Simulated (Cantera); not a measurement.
Input: 1 mol B, 0.79 mol H₂O, 6.2 mol N₂, held at 1748 K.

Cantera equilibrium calculation (NASA polynomials, part measured and part estimated; ideal gas, pure solids and liquids). Candidate condensed phases: B, BN, B₂O₃, B₃O₃H₃, H₂O; 39 gas species. Mutual solubility and eutectic melting of coexisting phases are not modelled. The numbers say what is thermodynamically allowed, not how fast it happens.

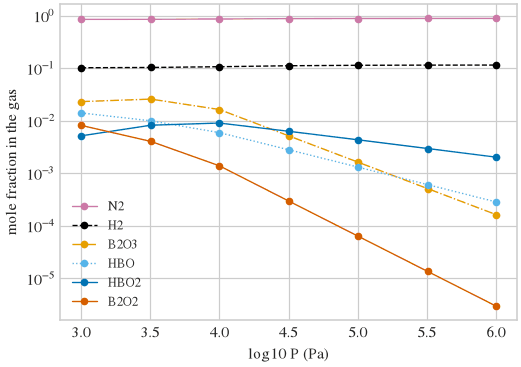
Figure: Equilibrium gas composition (values under 1e-9 drawn at 1e-9)

From 1000 Pa to 3200 Pa the condensed part is BN(s). From 10000 Pa to 1000000 Pa the condensed part is BN(s) + B₂O₃(l). The main B-bearing gas is B₂O₃ at 1000 Pa and HBO₂ at 1000000 Pa. The share of B in condensed phases is highest at 1000000 Pa (98.2 %) and lowest at 1000 Pa (41.0 %).
